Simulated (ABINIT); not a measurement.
# GaP (F-43m): G0W0 in ABINIT against the exchange cutoff

Wanted: the cheapest exchange cutoff that holds the gap of GaP (F-43m).

Main program and level: ABINIT 10.8.3; PBE and many-body steps on it, plane waves.

## 1. The starting structure

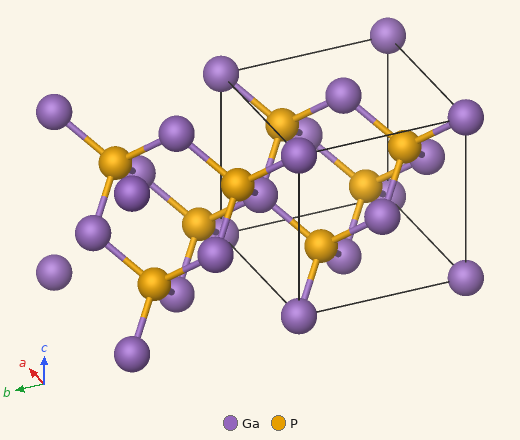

The cell as given, from a free direction (gallium purple, phosphorus orange). 1×2×1 cells are drawn. This picture shows the conventional cell, with its axes. Bonds to atoms that aren't drawn are left out. Some periodic images of atoms are drawn too.

The cell and positions come from the Crystallography Open Database and are kept as given unless a step says otherwise.

## 2. Screening, 4×4×4 mesh, 32 bands, screening to 106.1 eV

This step: ABINIT 10.8.3; RPA screening on PBE, plane waves, norm-conserving pseudopotentials.

The RPA dielectric matrix is built and inverted for each q.

Contents of run.abi:

```
acell 3*1.0 Angstrom
rprim 
  0.000000000000 2.725250000000 2.725250000000
  2.725250000000 0.000000000000 2.725250000000
  2.725250000000 2.725250000000 0.000000000000
ntypat 2
znucl 31 15
natom 2
typat 1 2
xred 
  0.000000000000 0.000000000000 0.000000000000
  0.250000000000 0.250000000000 0.250000000000
pp_dirpath "pseudos"
pseudos "Ga.upf, P.upf"
ecut 36
ngkpt 4 4 4
nshiftk 1
shiftk 0 0 0
kptopt 1
chksymbreak 0
istwfk *1
occopt 1
irdwfk 1
optdriver 3
nband 32
ecuteps 3.9
inclvkb 2
awtr 1
symchi 1
indata_prefix "in"
outdata_prefix "out"
tmpdata_prefix "tmp"
```

Launch:

```sh
$ OMP_NUM_THREADS=1 mpirun -n 4 abinit run.abi > log
```

Output:

```text
.Version 10.8.3 of ABINIT. v10.8.2 released Aug 2026.

 Symmetries : space group F-4 3 m (#216); Bravais cF (face-center cubic)
[... echo of the input left out ...]
== DATASET  1 ==================================================================
-   mpi_nproc: 4, omp_nthreads: 1 (-1 if OMP is not activated)

--- !DatasetInfo
iteration_state: {dtset: 1, }
dimensions: {natom: 2, nkpt: 8, mband: 32, nsppol: 1, nspinor: 1, nspden: 1, mpw: 2832, }
cutoff_energies: {ecut:  36.0, pawecutdg:  -1.0, }
electrons: {nelect:   1.80000000E+01, charge:   0.00000000E+00, occopt:   1.00000000E+00, tsmear:   1.00000000E-02, }

 SCREENING: Calculation of the susceptibility and dielectric matrices

 Based on a program developped by R.W. Godby, V. Olevano, G. Onida, and L. Reining.
 Incorporated in ABINIT by V. Olevano, G.-M. Rignanese, and M. Torrent.
.Using double precision arithmetic ; gwpc =  8

[... cell and pseudopotentials left out ...]
--------------------------------------------------------------------------------

 ==== K-mesh for the wavefunctions ====
 Number of points in the irreducible wedge :     8
[... list of points left out ...]
 Together with 24 symmetry operations and time-reversal symmetry
 yields    64 points in the full Brillouin Zone.

 ==== Q-mesh for the screening function ====
 Number of points in the irreducible wedge :     8
[... list of points left out ...]
 Together with 24 symmetry operations and time-reversal symmetry
 yields    64 points in the full Brillouin Zone.

 setmesh: FFT mesh size selected  =    25x   25x   25
          total number of points  =        15625

 vcoul_init : cutoff-mode = AUXILIARY_FUNCTION
 q-points for optical limit:   1
     1)      0.000010    0.000020    0.000030

- screening: taking advantage of time-reversal symmetry
- Maximum band index for partially occupied states nbvw = 9
- Remaining bands to be divided among processors   nbcw = 23
- Number of bands treated by each node ~5

 Number of electrons calculated from density =   18.0000; Expected =   18.0000
 average of density, n =  0.065891
 r_s =    1.5359
 omega_plasma =   24.7610 [eV]

 calculating chi0 at frequencies [eV] :
  1    0.000000E+00    0.000000E+00
  2    0.000000E+00    2.476105E+01

--------------------------------------------------------------------------------
  q-point number  1        q = ( 0.000000, 0.000000, 0.000000) [r.l.u.]
--------------------------------------------------------------------------------
[... chi0 elements left out ...]
 For q-point:  0.000010 0.000020 0.000030
  dielectric constant =  17.9534
  dielectric constant without local fields =  19.5734

  Average fulfillment of the sum rule on Im[epsilon] for q-point    1 :     32.41  [%]
[... wings left out ...]
  q-point number  2        q = ( 0.250000, 0.000000, 0.000000) [r.l.u.]
--------------------------------------------------------------------------------
[... chi0 elements left out ...]
  Average fulfillment of the sum rule on Im[epsilon] for q-point    2 :     46.65  [%]

 [... 6 further q-points ...]
```

Elapsed: 5.1 s, on 4 MPI ranks of Arm Neoverse V1, shared host; peak memory 0.42 GiB.

This step gave:

```yaml
eps_infinity_with_local_fields_on_this_mesh_along_the_program_s_q_direction: 17.95
the_same_without_local_fields: 19.57
plasma_frequency: 24.76 eV
plane_waves_in_the_screening_matrix: 113
```

Local fields lower ε∞ by 8 %. On a Γ-centred mesh this coarse the value itself is usually too large, while a short band sum pulls it down.

## 3. 3.6 Ha

This step: G0W0 on PBE, plane waves, norm-conserving pseudopotentials.

Changes to run.abi since step 2:

```diff
@@ -23,8 +23,17 @@
 irdwfk 1
-optdriver 3
+optdriver 4
 nband 32
+gwcalctyp 0
+ecutsigx 3.6
+symsigma 1
+nkptgw 2
+kptgw 
+  0.0000000000 0.0000000000 0.0000000000
+  0.5000000000 0.5000000000 0.0000000000
+bdgw 
+  7 13
+  8 11
 ecuteps 3.9
-inclvkb 2
-awtr 1
-symchi 1
+irdscr 1
+ppmodel 1
 indata_prefix "in"
```

Output:

```text
.Version 10.8.3 of ABINIT. v10.8.2 released Aug 2026.

 Symmetries : space group F-4 3 m (#216); Bravais cF (face-center cubic)
[... echo of the input left out ...]
== DATASET  1 ==================================================================
-   mpi_nproc: 4, omp_nthreads: 1 (-1 if OMP is not activated)

--- !DatasetInfo
iteration_state: {dtset: 1, }
dimensions: {natom: 2, nkpt: 8, mband: 32, nsppol: 1, nspinor: 1, nspden: 1, mpw: 2832, }
cutoff_energies: {ecut:  36.0, pawecutdg:  -1.0, }
electrons: {nelect:   1.80000000E+01, charge:   0.00000000E+00, occopt:   1.00000000E+00, tsmear:   1.00000000E-02, }

 SIGMA: Calculation of the GW corrections

 Based on a program developped by R.W. Godby, V. Olevano, G. Onida, and L. Reining.
 Incorporated in ABINIT by V. Olevano, G.-M. Rignanese, and M. Torrent.
.Using double precision arithmetic ; gwpc =  8

[... cell and pseudopotentials left out ...]
--------------------------------------------------------------------------------

 ==== K-mesh for the wavefunctions ====
 Number of points in the irreducible wedge :     8
[... list of points left out ...]
 Together with 24 symmetry operations and time-reversal symmetry
 yields    64 points in the full Brillouin Zone.

 ==== Q-mesh for screening function ====
 Number of points in the irreducible wedge :     8
[... list of points left out ...]
 Together with 24 symmetry operations and time-reversal symmetry
 yields    64 points in the full Brillouin Zone.

 vcoul_init : cutoff-mode = AUXILIARY_FUNCTION
 q-points for optical limit:   1
     1)      0.000010    0.000020    0.000030
 setmesh: FFT mesh size selected  =    25x   25x   25
          total number of points  =        15625

 Number of electrons calculated from density =   18.0000; Expected =   18.0000
 average of density, n =  0.065891
 r_s =    1.5359
 omega_plasma =   24.7610 [eV]

 === KS Band Gaps ===
  >>>> For spin  1
   Minimum direct gap =   1.8169 [eV], located at k-point      :   0.0000  0.0000  0.0000
   Fundamental gap    =   1.6526 [eV], Top of valence bands at :   0.0000  0.0000  0.0000
                                       Bottom of conduction at :   0.5000  0.5000  0.0000
 SIGMA fundamental parameters:
 PLASMON POLE MODEL  1
 number of plane-waves for SigmaX                   89
 number of plane-waves for SigmaC and W             89
 number of plane-waves for wavefunctions          2741
 number of bands                                    32
 number of independent spin polarizations            1
 number of spinorial components                      1
 number of k-points in IBZ                           8
 number of q-points in IBZ                           8
 number of symmetry operations                      24
 number of k-points in BZ                           64
 number of q-points in BZ                           64
 number of frequencies for dSigma/dE                 9
 frequency step for dSigma/dE [eV]                0.25
 number of omega for Sigma on real axis              0
 max omega for Sigma on real axis  [eV]           0.00
 zcut for avoiding poles [eV]                     0.10

 EPSILON^-1 parameters (SCR file):
 dimension of the eps^-1 matrix on file            113
 dimension of the eps^-1 matrix used                89
 number of plane-waves for wavefunctions          2741
 number of bands                                    32
 number of q-points in IBZ                           8
 number of frequencies                               2
 number of real frequencies                          1
 number of imag frequencies                          1

 matrix elements of self-energy operator (all in [eV])

 Perturbative Calculation

--- !SelfEnergy_ee
iteration_state: {dtset: 1, }
kpoint     : [   0.000,    0.000,    0.000, ]
spin       : 1
KS_gap     :    1.817
QP_gap     :    2.629
Delta_QP_KS:    0.812
data: !SigmaeeData |
     Band     E0 <VxcDFT>   SigX SigC(E0)      Z dSigC/dE  Sig(E)    E-E0       E
        7   4.357 -12.838 -14.271   1.862   0.783  -0.277 -12.503   0.336   4.693
        8   4.357 -12.838 -14.271   1.862   0.783  -0.277 -12.503   0.336   4.693
        9   4.357 -12.838 -14.271   1.862   0.783  -0.277 -12.503   0.336   4.693
       10   6.174 -12.306  -7.225  -3.628   0.790  -0.265 -11.158   1.148   7.322
       11   8.244 -10.862  -6.425  -3.538   0.796  -0.257 -10.146   0.716   8.960
       12   8.244 -10.862  -6.425  -3.538   0.796  -0.257 -10.146   0.716   8.960
       13   8.244 -10.862  -6.425  -3.538   0.796  -0.257 -10.146   0.716   8.960

--- !SelfEnergy_ee
iteration_state: {dtset: 1, }
kpoint     : [   0.500,    0.500,    0.000, ]
spin       : 1
KS_gap     :    4.335
QP_gap     :    5.170
Delta_QP_KS:    0.835
data: !SigmaeeData |
     Band     E0 <VxcDFT>   SigX SigC(E0)      Z dSigC/dE  Sig(E)    E-E0       E
        8   1.674 -11.507 -14.465   2.662   0.770  -0.298 -11.735  -0.228   1.446
        9   1.674 -11.507 -14.465   2.662   0.770  -0.298 -11.735  -0.228   1.446
       10   6.010  -9.355  -5.198  -3.406   0.808  -0.238  -8.748   0.607   6.616
       11   6.179 -10.511  -5.855  -3.450   0.802  -0.246  -9.543   0.968   7.147

== END DATASET(S) ==============================================================
================================================================================

 -outvars: echo values of variables after computation  --------
           etotal      0.0000000000E+00
            nband          32
             nkpt           8
          spgroup         216
 [... the other variables as echoed above ...]

 Calculation completed.
```

The job ended after 3 s (4 MPI ranks; peak memory 0.11 GiB).

This step gave:

```yaml
g0w0_gap_on_the_points_computed: 1.923 eV
starting_gap_on_the_mesh: 1.653 eV
k_of_the_valence_top: 0, 0, 0
k_of_the_conduction_bottom: 0.5, 0.5, 0
z_at_the_valence_top: 0.783
z_at_the_conduction_bottom: 0.808
least_direct_g0w0_gap_on_the_computed_points: 2.629 eV
```

## 4. 7.2 Ha

Changes to run.abi since step 3:

```diff
@@ -26,3 +26,3 @@
 gwcalctyp 0
-ecutsigx 3.6
+ecutsigx 7.2
 symsigma 1
```

Output:

```text
.Version 10.8.3 of ABINIT. v10.8.2 released Aug 2026.

 Symmetries : space group F-4 3 m (#216); Bravais cF (face-center cubic)
[... echo of the input left out ...]
== DATASET  1 ==================================================================
-   mpi_nproc: 4, omp_nthreads: 1 (-1 if OMP is not activated)

--- !DatasetInfo
iteration_state: {dtset: 1, }
dimensions: {natom: 2, nkpt: 8, mband: 32, nsppol: 1, nspinor: 1, nspden: 1, mpw: 2832, }
cutoff_energies: {ecut:  36.0, pawecutdg:  -1.0, }
electrons: {nelect:   1.80000000E+01, charge:   0.00000000E+00, occopt:   1.00000000E+00, tsmear:   1.00000000E-02, }

 SIGMA: Calculation of the GW corrections

 Based on a program developped by R.W. Godby, V. Olevano, G. Onida, and L. Reining.
 Incorporated in ABINIT by V. Olevano, G.-M. Rignanese, and M. Torrent.
.Using double precision arithmetic ; gwpc =  8

[... cell and pseudopotentials left out ...]
--------------------------------------------------------------------------------

 ==== K-mesh for the wavefunctions ====
 Number of points in the irreducible wedge :     8
[... list of points left out ...]
 Together with 24 symmetry operations and time-reversal symmetry
 yields    64 points in the full Brillouin Zone.

 ==== Q-mesh for screening function ====
 Number of points in the irreducible wedge :     8
[... list of points left out ...]
 Together with 24 symmetry operations and time-reversal symmetry
 yields    64 points in the full Brillouin Zone.

 vcoul_init : cutoff-mode = AUXILIARY_FUNCTION
 q-points for optical limit:   1
     1)      0.000010    0.000020    0.000030
 setmesh: FFT mesh size selected  =    30x   30x   30
          total number of points  =        27000

 Number of electrons calculated from density =   18.0000; Expected =   18.0000
[...]
number of omega for Sigma on real axis              0
 max omega for Sigma on real axis  [eV]           0.00
 zcut for avoiding poles [eV]                     0.10

 EPSILON^-1 parameters (SCR file):
 dimension of the eps^-1 matrix on file            113
 dimension of the eps^-1 matrix used               113
 number of plane-waves for wavefunctions          2741
 number of bands                                    32
 number of q-points in IBZ                           8
 number of frequencies                               2
 number of real frequencies                          1
 number of imag frequencies                          1

 matrix elements of self-energy operator (all in [eV])

 Perturbative Calculation

--- !SelfEnergy_ee
iteration_state: {dtset: 1, }
kpoint     : [   0.000,    0.000,    0.000, ]
spin       : 1
KS_gap     :    1.817
QP_gap     :    2.350
Delta_QP_KS:    0.533
data: !SigmaeeData |
     Band     E0 <VxcDFT>   SigX SigC(E0)      Z dSigC/dE  Sig(E)    E-E0       E
        7   4.357 -12.838 -14.475   1.849   0.782  -0.278 -12.672   0.166   4.523
        8   4.357 -12.838 -14.475   1.849   0.782  -0.278 -12.672   0.166   4.523
        9   4.357 -12.838 -14.475   1.849   0.782  -0.278 -12.672   0.166   4.523
[...]
--- !SelfEnergy_ee
iteration_state: {dtset: 1, }
kpoint     : [   0.500,    0.500,    0.000, ]
spin       : 1
KS_gap     :    4.335
QP_gap     :    5.165
Delta_QP_KS:    0.829
data: !SigmaeeData |
     Band     E0 <VxcDFT>   SigX SigC(E0)      Z dSigC/dE  Sig(E)    E-E0       E
[...]
10   6.010  -9.355  -5.353  -3.403   0.808  -0.238  -8.872   0.483   6.493
       11   6.179 -10.511  -6.215  -3.449   0.802  -0.247  -9.832   0.679   6.858

== END DATASET(S) ==============================================================
================================================================================

 -outvars: echo values of variables after computation  --------
           etotal      0.0000000000E+00
            nband          32
             nkpt           8
          spgroup         216
 [... the other variables as echoed above ...]

 Calculation completed.
```

Wall time 3.2 s (4 MPI ranks); peak memory 0.38 GiB; 13 s of CPU time.

This step gave:

```yaml
g0w0_gap_on_the_points_computed: 1.970 eV
starting_gap_on_the_mesh: 1.653 eV
k_of_the_valence_top: 0, 0, 0
k_of_the_conduction_bottom: 0.5, 0.5, 0
z_at_the_valence_top: 0.782
z_at_the_conduction_bottom: 0.808
least_direct_g0w0_gap_on_the_computed_points: 2.350 eV
```

## 5. 14.4 Ha

The self-energy is evaluated for the states that the input lists, and the levels follow from it, in one-shot runs by the linearised quasiparticle equation.

Changes to run.abi since step 4:

```diff
@@ -26,3 +26,3 @@
 gwcalctyp 0
-ecutsigx 7.2
+ecutsigx 14.4
 symsigma 1
```

Output:

```text
.Version 10.8.3 of ABINIT. v10.8.2 released Aug 2026.

 Symmetries : space group F-4 3 m (#216); Bravais cF (face-center cubic)
[... echo of the input left out ...]
== DATASET  1 ==================================================================
-   mpi_nproc: 4, omp_nthreads: 1 (-1 if OMP is not activated)

--- !DatasetInfo
iteration_state: {dtset: 1, }
dimensions: {natom: 2, nkpt: 8, mband: 32, nsppol: 1, nspinor: 1, nspden: 1, mpw: 2832, }
cutoff_energies: {ecut:  36.0, pawecutdg:  -1.0, }
[...]
Band     E0 <VxcDFT>   SigX SigC(E0)      Z dSigC/dE  Sig(E)    E-E0       E
[...]
10   6.010  -9.355  -5.440  -3.403   0.808  -0.238  -8.941   0.413   6.423
       11   6.179 -10.511  -6.337  -3.449   0.802  -0.247  -9.929   0.581   6.761

== END DATASET(S) ==============================================================
================================================================================

 -outvars: echo values of variables after computation  --------
           etotal      0.0000000000E+00
            nband          32
             nkpt           8
          spgroup         216
 [... the other variables as echoed above ...]

 Calculation completed.
```

Elapsed: 3.2 s, on 4 MPI ranks; peak memory 0.39 GiB.

This step gave:

| Item | Value |
| --- | --- |
| G0W0 gap on the points computed | 1.977 eV |
| starting gap on the mesh | 1.653 eV |
| k of the valence top | 0, 0, 0 |
| k of the conduction bottom | 0.5, 0.5, 0 |
| least direct G0W0 gap on the computed points | 2.326 eV |

The gap on the mesh goes from 1.65 eV to 1.98 eV, a correction of +0.32 eV.

[end of part 1 of 2]

[Paths, hosts, dates, memory and timing lines, banners, echoed tables and standing remarks are left out of the program output.]

[Logs are printed without paths, hosts, clocks, repeated set-up lines and the standing remarks that a program may print on its own settings, such as how far it seeks lower states.]

[Runs of the session that timed out or met a known fault of the program may be left out.]

[Hosts, paths, dates, database ids (printed as entryN), source tags and the programs' standing remarks are cut or masked in the printed files.]

[G0W0 gaps are taken among the corrected bands and points alone; a level outside them can change the order at an edge.]

[Where Ansatz stands beside ABINIT at settings called matched, ABINIT's density can come from a denser mesh and the files from another edition; pairs whose starting gaps differed by over 0.03 eV were left out, so agreement reads better than it is.]
